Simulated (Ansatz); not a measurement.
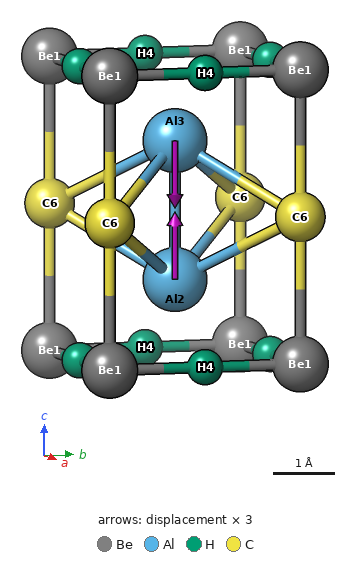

A relaxation of a crystal of BeAl2H2C (a generated structure, set up in P4/mmm). The starting structure is drawn; purple arrows show the displacements (the part carried along by the change of the cell is left out), 3 times their true length.

A ball-and-stick model of the cell of the calculation, seen slightly off an axis.

All numbers below come from Ansatz, DFT PBE, scalar-relativistic, plane waves, PAW. Settings: plane-wave cutoff 420 eV; k-point mesh 12 × 12 × 8; occupations gaussian; smearing width 0.1 eV; no spin polarisation; cell and atoms relaxed; force threshold 0.01 eV/Å; at most 80 steps.

Q: Describe the change and its energy.

A: The energy falls by 1.037 eV per cell of the calculation in 16 accepted moves (20 points after the start). Largest force component: 0.08 eV/Å at the start, 0.00025 eV/Å at the end. Pressure: −0.31 GPa at the start and 0.00 GPa at the end. The line search rejected the trial step at point 14 of the run. The SCF was repeated 3 times at an unchanged geometry on a basis and grid sized afresh for the cell, which shifted the energy by 0.105 eV per cell of the calculation at most. The largest moves relative to the cell, 0.38 Å, are those of Al atoms. C and Be and H stay in place. Cell: a = b 3.277 → 2.849 Å (−13.1 %), c 4.851 → 6.738 Å (+38.9 %). Volume +5.0 %. Near-neighbour distances that change, for instance: Be–C 2.425 → 3.369 Å, Al–C 2.585 → 2.351 Å, Be–H 1.639 → 1.424 Å, Al–Al 2.291 → 2.426 Å. The space group stays P4/mmm (No. 123). The run took 2.2 min on 1 thread of Arm Neoverse V1 (shared host), peak memory 0.39 GiB.
